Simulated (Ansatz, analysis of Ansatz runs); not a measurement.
# Cs3Li2Cl5 (Imm2), V_Cl hop (3.8 Å): barriers by charge state

Aim: compare the barrier of one jump in Cs3Li2Cl5 (Imm2) across charge states. The case: V_Cl hop (3.8 Å), in a cell of 60 host atoms with 1 Cl taken out.

Program: analysis of Ansatz runs 0.2.0. Level of theory: migration barriers of one hop by charge state from climbing-image bands, PBEsol; no image-charge correction, which largely cancels along a path. Results are calculated unless marked as measured.

## 1. Starting point

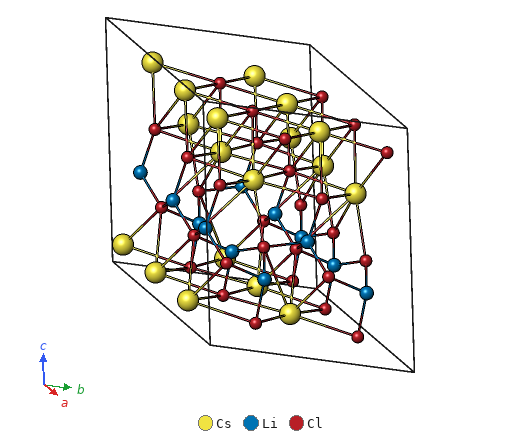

Start, viewed slightly off an axis; caesium yellow, lithium blue, chlorine red.

The cell holds 59 atoms: 18 Cs, 12 Li and 29 Cl. Cell: a = 12.405 Å, b = 11.479 Å, c = 12.396 Å, α = 103.4°, β = 99.6°, γ = 90.0°. It derives from Cs3Li2Cl5 (space group Imm2). Nearest the centre at fractional (0.689, 0.796, 0.642): Li55 at 1.40 Å, Cl58 at 1.91 Å, Cs51 at 2.96 Å, Cs31 at 2.97 Å, Cl57 at 3.28 Å, Cl38 at 3.28 Å, Li54 at 3.69 Å, Li34 at 3.70 Å.

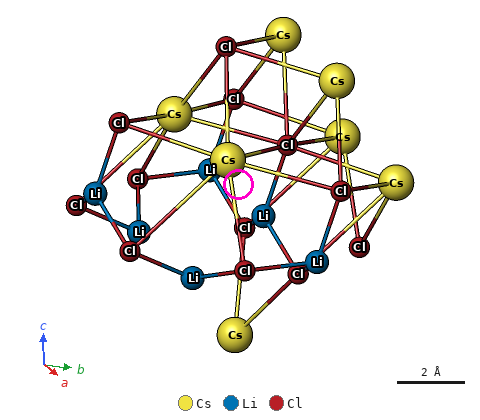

The atoms within 5 Å of the centre. A ring marks the centre wherever it is empty.

Structure file:

```xyz
59
Lattice="-7.2628 0.0000 10.0567 -9.3060 0.0000 -6.7205 3.5370 -11.8806 0.0040" Properties=species:S:1:pos:R:3 pbc="T T T"
Cs   -0.5110   -8.9543    0.8760
Cs   -4.0480   -2.9263    0.8720
Cs   -6.3874    0.0000   -0.8176
Li   -0.4186   -5.1293    0.9427
Li   -1.5346   -6.7513   -2.4135
Cl    0.3299   -6.1789   -1.0670
Cl   -0.5485   -2.8159    0.8489
Cl   -3.2071   -5.7017   -1.0710
Cl   -1.6645   -9.0647   -2.5074
Cl   -2.8568    0.0000   -0.8182
Cs   -5.1640   -8.9543   -2.4842
Cs   -8.7010   -2.9263   -2.4882
Cs  -11.0404    0.0000   -4.1779
Li   -5.0716   -5.1293   -2.4175
Li   -6.1876   -6.7513   -5.7737
Cl   -4.3231   -6.1789   -4.4272
Cl   -5.2015   -2.8159   -2.5114
Cl   -7.8601   -5.7017   -4.4312
Cl   -6.3175   -9.0647   -5.8676
Cl   -7.5098    0.0000   -4.1785
Cs   -2.9320   -8.9543    4.2282
Cs   -6.4689   -2.9263    4.2242
Cs   -8.8083    0.0000    2.5346
Li   -2.8395   -5.1293    4.2950
Li   -3.9556   -6.7513    0.9387
Cl   -2.0910   -6.1789    2.2853
Cl   -2.9694   -2.8159    4.2011
Cl   -5.6280   -5.7017    2.2812
Cl   -4.0854   -9.0647    0.8449
Cl   -5.2777    0.0000    2.5340
Cs   -7.5850   -8.9543    0.8680
Cs  -11.1219   -2.9263    0.8640
Cs  -13.4613    0.0000   -0.8257
Li   -7.4925   -5.1293    0.9347
Li   -8.6085   -6.7513   -2.4215
Cl   -6.7440   -6.1789   -1.0750
Cl   -7.6224   -2.8159    0.8409
Cl  -10.2810   -5.7017   -1.0790
Cl   -8.7384   -9.0647   -2.5154
Cl   -9.9307    0.0000   -0.8262
Cs   -5.3529   -8.9543    7.5805
Cs   -8.8899   -2.9263    7.5765
Cs  -11.2293    0.0000    5.8868
Li   -5.2604   -5.1293    7.6472
Li   -6.3765   -6.7513    4.2910
Cl   -4.5120   -6.1789    5.6375
Cl   -5.3903   -2.8159    7.5533
Cl   -8.0489   -5.7017    5.6335
Cl   -6.5064   -9.0647    4.1971
Cl   -7.6986    0.0000    5.8862
Cs  -10.0059   -8.9543    4.2202
Cs  -13.5429   -2.9263    4.2162
Cs  -15.8823    0.0000    2.5266
Li   -9.9134   -5.1293    4.2869
Li  -11.0295   -6.7513    0.9307
Cl  -10.0433   -2.8159    4.1931
Cl  -12.7019   -5.7017    2.2732
Cl  -11.1594   -9.0647    0.8368
Cl  -12.3516    0.0000    2.5260
```

The cell's shortest repeat is 11.5 Å.

## 2. The bands

Climbing-image bands with Ansatz at one point at (¼, ¼, ¼), on 1 × NVIDIA GB200 with 32 threads of Arm Neoverse V2, shared host:

```csv
charge,moment (μB),images,iterations,energies along the band (eV),time
+1,0,5,7,"0.00, 0.14, 0.44, 0.59, 0.45, 0.20, 0.14",14 s
0,1,5,7,"0.00, 0.20, 0.76, 1.24, 0.71, 0.11, -0.02",32 s
```

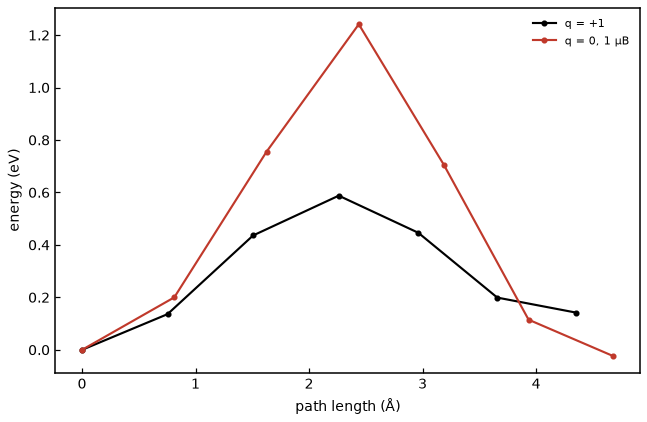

Energy along the path, by charge.

## 3. Barriers and rates

Arrhenius rates with an assumed prefactor of 1e13 per second. Table of hop rate by temperature:

```
temperature (K)  charge +1 (1/s)  charge +0, moment 1 (1/s)
            200           0.0153                    5.2e-19
            300             1330                     1.4e-8
            400            3.9e5                    0.00229
            600            1.2e8                        374
            800            2.0e9                      1.5e5
           1000           1.1e10                      5.5e6
```

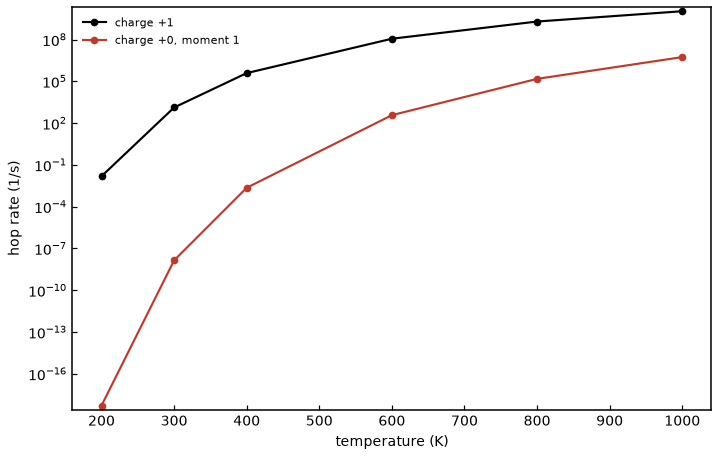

Hop rate, plotted against temperature.

## 4. What came out

| Quantity | Value |
| --- | --- |
| barrier at charge plus 1 | 0.59 eV |
| barrier at charge 0, 1 μB | 1.24 eV |

**Reading.** The barrier is lowest at charge +1 (0.59 eV) and highest at 0 (1.24 eV). No image-charge correction is applied. The order of the top as a saddle was not checked for all atoms, so a bent path could be lower. What this leaves open: one k-point off the zone centre stands for the whole zone; spin–orbit coupling, which can matter with heavy atoms, is left out.

[Logs are printed without paths, hosts, clocks, repeated set-up lines and the standing remarks that a program may print on its own settings, such as how far it seeks lower states.]

[Hosts, paths, dates, database ids (printed as entryN), source tags and the programs' standing remarks are cut or masked in the printed files.]
